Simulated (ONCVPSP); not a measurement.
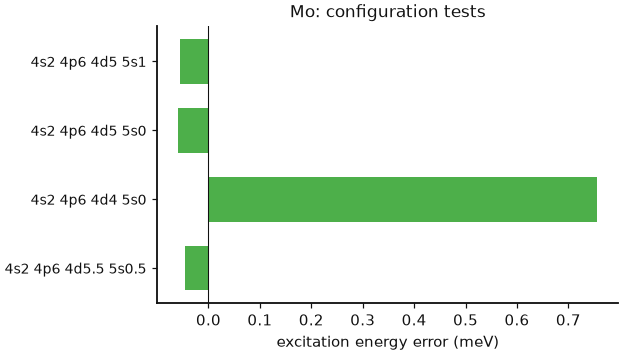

Errors, all-electron minus pseudo, of the energies of valence configurations relative to the unpolarised reference 4s2 4p6 4d5 5s0.5.

- Worst configuration: 4s2 4p6 4d4 5s0 (charge +2): the error is +0.8 meV on an all-electron energy of +19.64 eV relative to the reference, or 0.0039 %.
- Configurations within 10 meV and within 50 meV: 4 and 4 of 4.
- Errors in meV: 4s2 4p6 4d5 5s1: -0.1; 4s2 4p6 4d5 5s0: -0.1; 4s2 4p6 4d4 5s0: +0.8; 4s2 4p6 4d5.5 5s0.5: 0.0.

**Mo: pseudopotential generation**

System: molybdenum (Mo, Z = 42), core [Ar] 3d10, reference valence 4s2 4p6 4d5 5s0.5 (an ion of charge +0.5), valence charge 14.
Method: ONCV potential, PBE, non-relativistic, made with ONCVPSP 4.0.1.

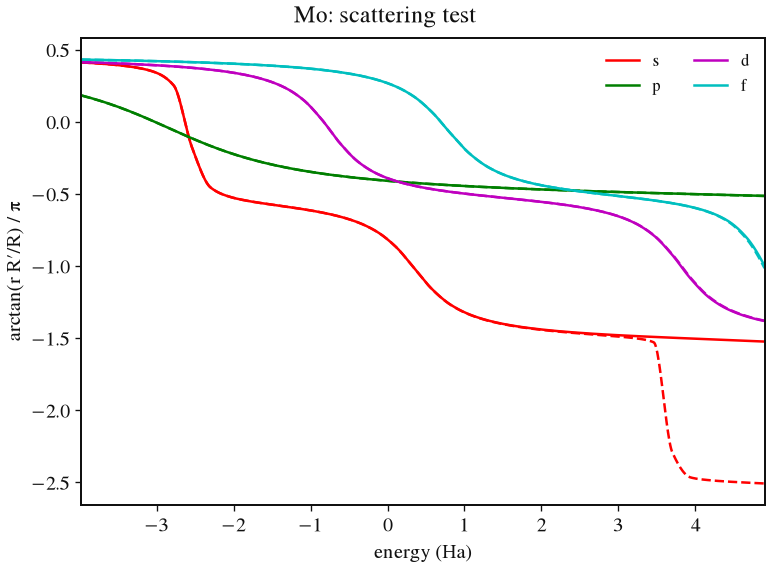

Unwrapped phase arctan(r R′/R) in units of π against energy, all-electron (solid) and pseudo (dashed); the pseudo phase is matched to the all-electron one at the reference energy. Here R(r) is the radial function. A near-vertical step is a level narrower than the spacing of the points behind the curves.

- Ghost states: Going away from the reference energies, the phases part by more than π/2 in: s at about 3.6 Ha (above its reference energy, pseudo phase lower, at the flagged ghost). Such a step is either a state that only one of the two atoms has or an ordinary level shifted in energy. The separate test gives: no bound ghost flagged; GHOST(+) flagged for s at 99.3 eV.
- Range over which the phases agree within 0.05 rad: s: up to about 3.2 Ha; p: over the whole range drawn; d: over the whole range drawn; f: up to about 4.8 Ha.

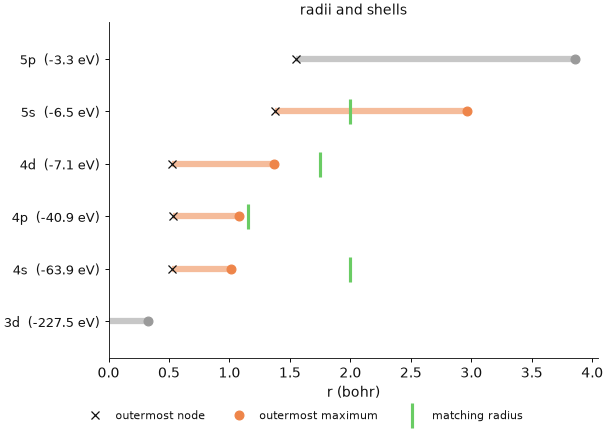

Outer shells of the all-electron reference atom: each bar runs from the outermost node (or the nucleus) to the outermost maximum of u(r); the tick is the radius chosen for the pseudo-wave. Shells without a tick have no pseudo-wave of their own. Levels, nodes and maxima are from ld1.x, non-relativistic.

- Radii against the shells: 4s: 2.00 bohr, outside the maximum; 4p: 1.15 bohr, outside the maximum; 4d: 1.75 bohr, outside the maximum; 5s: 2.00 bohr, between node and maximum.

These pictures come from the run below.

## Input
```
# ATOM AND REFERENCE CONFIGURATION
# atsym  z   nc   nv     iexc    psfile
  Mo 42.00    6    4        4      upf
#
#   n    l    f
    1    0    2.00
    2    0    2.00
    2    1    6.00
    3    0    2.00
    3    1    6.00
    3    2   10.00
    4    0    2.00
    4    1    6.00
    4    2    5.00
    5    0    0.50
#
# PSEUDOPOTENTIAL AND OPTIMIZATION
# lmax
    3
#
#   l,   rc,      ep,       ncon, nbas, qcut
    0    2.00    0.00    3    7    6.90
    1    1.15    0.00    3    7    7.70
    2    1.75    0.00    4    8    5.50
    3    1.80    0.33    4    9    6.40
#
# LOCAL POTENTIAL
# lloc, lpopt,  rc(5),   dvloc0
    4    5    1.15    0.00
#
# VANDERBILT-KLEINMAN-BYLANDER PROJECTORs
# l, nproj, debl
    0    2    2.00
    1    2    2.50
    2    2    0.70
    3    2    2.10
#
# MODEL CORE CHARGE
# icmod, fcfact, rcfact
    0    0.00    0.00
#
# LOG DERIVATIVE ANALYSIS
# epsh1, epsh2, depsh
   -4.00    5.00    0.02
#
# OUTPUT GRID
# rlmax, drl
    6.00    0.01
#
# TEST CONFIGURATIONS
# ncnf
    4
# nvcnf
#   n    l    f
    4
    4    0    2.00
    4    1    6.00
    4    2    5.00
    5    0    1.00
#
    4
    4    0    2.00
    4    1    6.00
    4    2    5.00
    5    0    0.00
#
    4
    4    0    2.00
    4    1    6.00
    4    2    4.00
    5    0    0.00
#
    4
    4    0    2.00
    4    1    6.00
    4    2    5.50
    5    0    0.50
#
```

The log's header says scalar-relativistic, as this program prints it for non-relativistic runs too.

Command:
```bash
oncvpspnr.x < Mo.dat > Mo.out
```

## The program's output (extracts)
```
ONCVPSP  (Optimized Norm-Conservinng Vanderbilt PSeudopotential)
scalar-relativistic version 4.0.1

#   n    l    f        energy (Ha)
    1    0    2.00    -7.1030392E+02
    2    0    2.00    -9.8722252E+01
    2    1    6.00    -9.0938247E+01
    3    0    2.00    -1.6833643E+01
    3    1    6.00    -1.3841718E+01
    3    2   10.00    -8.3609117E+00
    4    0    2.00    -2.3496625E+00
    4    1    6.00    -1.5033362E+00
    4    2    5.00    -2.6209899E-01
    5    0    0.50    -2.3828090E-01

Reference configufation results
  iterations    25
  all-electron total energy (Ha)   -3.97686908D+03

Begin loop to  construct optimized pseudo wave functions
and semi-local pseudopoentials for all angular momenta

Calculating optimized projector #   1

 for l=   0

    Fraction of norm inside rc  0.971102
    Optimizing pswf for qcut=   6.90 a_B^-1,  ecut=  23.83 Ha
    Residual kinetic energy error=  1.87D-07 Ha

    Energy error per electron        Cutoff
         Ha          eV             Ha
         0.01000     0.27211        9.56
         0.00100     0.02721       14.12
         0.00010     0.00272       17.37
         0.00001     0.00027       19.80

Calculating optimized projector #   2

 for l=   0

    Fraction of norm inside rc  0.079385
    Optimizing pswf for qcut=   6.90 a_B^-1,  ecut=  23.83 Ha
    Residual kinetic energy error=  1.17D-07 Ha

    Energy error per electron        Cutoff
         Ha          eV             Ha
         0.01000     0.27211        3.97
         0.00100     0.02721       12.61
         0.00010     0.00272       16.52
         0.00001     0.00027       19.43

   Wellstate for l =  1  n =  6
     eigenvalue =   0.9967
     asymptotic potential =   1.4967
     half-point radius =  4.3651

Calculating optimized projector #   1

 for l=   1

    Fraction of norm inside rc  0.449632
    Optimizing pswf for qcut=   7.71 a_B^-1,  ecut=  29.74 Ha
    Residual kinetic energy error=  5.97D-04 Ha

    Energy error per electron        Cutoff
         Ha          eV             Ha
         0.01000     0.27211       20.06
         0.00100     0.02721       27.94
         0.00010     0.00272       98.86
         0.00001     0.00027      168.05

Calculating optimized projector #   2

 for l=   1

    Fraction of norm inside rc  0.044816
    Optimizing pswf for qcut=   7.71 a_B^-1,  ecut=  29.74 Ha
    Residual kinetic energy error=  1.82D-04 Ha

    Energy error per electron        Cutoff
         Ha          eV             Ha
         0.01000     0.27211        8.79
         0.00100     0.02721       23.95
         0.00010     0.00272       35.11
         0.00001     0.00027      162.90

   Wellstate for l =  2  n =  5
     eigenvalue =   0.4379
     asymptotic potential =   0.9379
     half-point radius =  4.6508

Calculating optimized projector #   1

 for l=   2

    Fraction of norm inside rc  0.513197
    Optimizing pswf for qcut=   5.50 a_B^-1,  ecut=  15.15 Ha
    Residual kinetic energy error=  2.47D-03 Ha

    Energy error per electron        Cutoff
         Ha          eV             Ha
         0.01000     0.27211       12.72
         0.00100     0.02721       21.90
         0.00010     0.00272       69.57
         0.00001     0.00027       81.54

Calculating optimized projector #   2

 for l=   2

    Fraction of norm inside rc  0.144205
    Optimizing pswf for qcut=   5.50 a_B^-1,  ecut=  15.15 Ha
    Residual kinetic energy error=  1.58D-03 Ha

    Energy error per electron        Cutoff
         Ha          eV             Ha
         0.01000     0.27211       11.97
         0.00100     0.02721       16.00
         0.00010     0.00272       29.54
         0.00001     0.00027       88.97

   Wellstate for l =  3  n =  4
     eigenvalue =   0.3300
     asymptotic potential =   0.8300
     half-point radius =  6.5378

   Wellstate for l =  3  n =  6
     eigenvalue =   2.4300
     asymptotic potential =   2.9300
     half-point radius =  4.1859

Calculating optimized projector #   1

 for l=   3

    Fraction of norm inside rc  0.018508
    Optimizing pswf for qcut=   6.41 a_B^-1,  ecut=  20.55 Ha
    Residual kinetic energy error=  2.81D-05 Ha

    Energy error per electron        Cutoff
         Ha          eV             Ha
         0.01000     0.27211        5.71
         0.00100     0.02721       12.77
         0.00010     0.00272       17.90
         0.00001     0.00027       34.29

Calculating optimized projector #   2

 for l=   3

    Fraction of norm inside rc  0.178406
    Optimizing pswf for qcut=   6.41 a_B^-1,  ecut=  20.55 Ha
    Residual kinetic energy error=  9.23D-03 Ha

    Energy error per electron        Cutoff
         Ha          eV             Ha
         0.01000     0.27211       20.32
         0.00100     0.02721       38.32
         0.00010     0.00272      117.22
         0.00001     0.00027      133.79

Construct Vanderbilt / Kleinmman-Bylander projectors

B matrix Hermiticity error, ll=   0
   1   2    3.8284E-09

  Orthonormal projector coefficients  1.0119E+01  1.4341E+00

B matrix Hermiticity error, ll=   1
   1   2    3.8610E-08

  Orthonormal projector coefficients  9.2280E+00  1.2692E+00

B matrix Hermiticity error, ll=   2
   1   2   -1.5232E-08

  Orthonormal projector coefficients -1.5643E+01  3.7371E+00

B matrix Hermiticity error, ll=   3
   1   2   -4.2014E-09

  Orthonormal projector coefficients -5.7207E+00 -2.6709E+00

Pseudoatom total energy  -67.322492

Diagnostic tests using Vanderbilt-Kleinman-Bylander pseudopotentials
  1 or more projectors used as specified by nproj input data

   l    rcore       rmatch      e in        delta e   norm test  slope test

   0   2.0084357   2.0694161  -2.3496625   0.0000001   1.0000013   1.0000013
   0   2.0084357   2.0694161  -0.2382809   0.0000012   1.0000068   0.9999951

   1   1.1514517   1.1864122  -1.5033362   0.0000733   0.9999914   1.0001977
   1   1.1514517   1.1864122   0.9966638   0.0002539   0.9999979   0.9999979

   2   1.7502672   1.8034092  -0.2620990  -0.0000000   1.0000000   0.9999999
   2   1.7502672   1.8034092   0.4379010   0.0000000   0.9999999   0.9999999

   3   1.8034092   1.8581646   0.3300000  -0.0000002   1.0000000   1.0000000
   3   1.8034092   1.8581646   2.4300000  -0.0000000   1.0000002   1.0000002

 Testing for bound ghosts
   n   l    E NL Schr. Eq   E Basis Diag.   E Cutoff

   1   0       -2.349662       -2.349661     47.32
   2   0       -0.238280       -0.209897     47.32

   2   1       -1.503263       -1.499347    166.83

   3   2       -0.262099       -0.255805    112.28

 Testing for highly-localized positive-energy ghosts
       l    <radius>/rc     E Basis Diag.   E Cutoff

       0        0.573706        3.649662     47.32  WARNING - GHOST(+)

Test configuration 0

   n   l     f        eae           eps        diff
   1   0  2.0000 -710.30392397
   2   0  2.0000  -98.72225245
   2   1  6.0000  -90.93824740
   3   0  2.0000  -16.83364263
   3   1  6.0000  -13.84171776
   3   2 10.0000   -8.36091174
   4   0  2.0000   -2.34966250   -2.34966238    1.17D-07
   4   1  6.0000   -1.50333622   -1.50326289    7.33D-05
   4   2  5.0000   -0.26209899   -0.26209901   -1.50D-08
   5   0  0.5000   -0.23828090   -0.23827972    1.18D-06

    Total energies and differences
      AE_ref= -3.97686908D+03  AE_tst= -3.97686908D+03  dif=  0.00D+00
      PS_ref= -6.73224923D+01  PS_tst= -6.73224923D+01  dif=  8.53D-14
      PSP excitation error= -8.53D-14

Test configuration 1

   n   l     f        eae           eps        diff
   1   0  2.0000 -710.18772640
   2   0  2.0000  -98.60764430
   2   1  6.0000  -90.82353108
   3   0  2.0000  -16.71854910
   3   1  6.0000  -13.72663477
   3   2 10.0000   -8.24595841
   4   0  2.0000   -2.23310665   -2.23287163    2.35D-04
   4   1  6.0000   -1.38620682   -1.38599189    2.15D-04
   4   2  5.0000   -0.14666329   -0.14667481   -1.15D-05
   5   0  1.0000   -0.13945684   -0.13945130    5.55D-06

    Total energies and differences
      AE_ref= -3.97686908D+03  AE_tst= -3.97696318D+03  dif= -9.41D-02
      PS_ref= -6.73224923D+01  PS_tst= -6.74165952D+01  dif= -9.41D-02
      PSP excitation error= -2.06D-06

Test configuration 2

   n   l     f        eae           eps        diff
   1   0  2.0000 -710.43274024
   2   0  2.0000  -98.84917901
   2   1  6.0000  -91.06530150
   3   0  2.0000  -16.96107475
   3   1  6.0000  -13.96913799
   3   2 10.0000   -8.48818534
   4   0  2.0000   -2.47841313   -2.47871250   -2.99D-04
   4   1  6.0000   -1.63253425   -1.63264444   -1.10D-04
   4   2  5.0000   -0.38821321   -0.38820524    7.97D-06

    Total energies and differences
      AE_ref= -3.97686908D+03  AE_tst= -3.97672369D+03  dif=  1.45D-01
      PS_ref= -6.73224923D+01  PS_tst= -6.71771027D+01  dif=  1.45D-01
      PSP excitation error= -2.16D-06

Test configuration 3

   n   l     f        eae           eps        diff
   1   0  2.0000 -710.87420190
   2   0  2.0000  -99.29522361
   2   1  6.0000  -91.51099659
   3   0  2.0000  -17.40464982
   3   1  6.0000  -14.41275288
   3   2 10.0000   -8.93229366
   4   0  2.0000   -2.90993068   -2.90989641    3.43D-05
   4   1  6.0000   -2.05791089   -2.05770993    2.01D-04
   4   2  4.0000   -0.77608010   -0.77598269    9.74D-05

    Total energies and differences
      AE_ref= -3.97686908D+03  AE_tst= -3.97614736D+03  dif=  7.22D-01
      PS_ref= -6.73224923D+01  PS_tst= -6.66007998D+01  dif=  7.22D-01
      PSP excitation error=  2.78D-05

Test configuration 4

   n   l     f        eae           eps        diff
   1   0  2.0000 -710.14071984
   2   0  2.0000  -98.55772251
   2   1  6.0000  -90.77383891
   3   0  2.0000  -16.66916820
   3   1  6.0000  -13.67723987
   3   2 10.0000   -8.19635106
   4   0  2.0000   -2.18636359   -2.18659041   -2.27D-04
   4   1  6.0000   -1.34140161   -1.34141106   -9.45D-06
   4   2  5.5000   -0.11351567   -0.11350773    7.94D-06
   5   0  0.5000   -0.12542827   -0.12543740   -9.13D-06

    Total energies and differences
      AE_ref= -3.97686908D+03  AE_tst= -3.97696187D+03  dif= -9.28D-02
      PS_ref= -6.73224923D+01  PS_tst= -6.74152871D+01  dif= -9.28D-02
      PSP excitation error= -1.69D-06
```

## Results in brief

- outcome: generated
- cutoffs needed: 28 Ha and 99 Ha (the cutoffs at which the residual kinetic energy of the hardest occupied pseudo-wave falls to 1 and 0.1 mHa per electron)
- ghost test: no bound ghost flagged; GHOST(+) flagged for s at 99.3 eV
- largest excitation error: +0.8 meV (all-electron minus pseudo) for 4s2 4p6 4d4 5s0, out of 4 test configurations
- range over which the phases arctan(r R′/R) at the test radius agree within 0.05 rad (a looser test near the poles than one of phase shifts): s: up to about 3.2 Ha; p: over the whole range computed; d: over the whole range computed; f: up to about 4.8 Ha
- hardware: 1 CPU thread, shared host
- wall time: 6 s

## Remarks

The scattering phases part by more than π/2 and stay apart in s from about 3.6 Ha: a level there is either far displaced or one that only the pseudo-atom has.
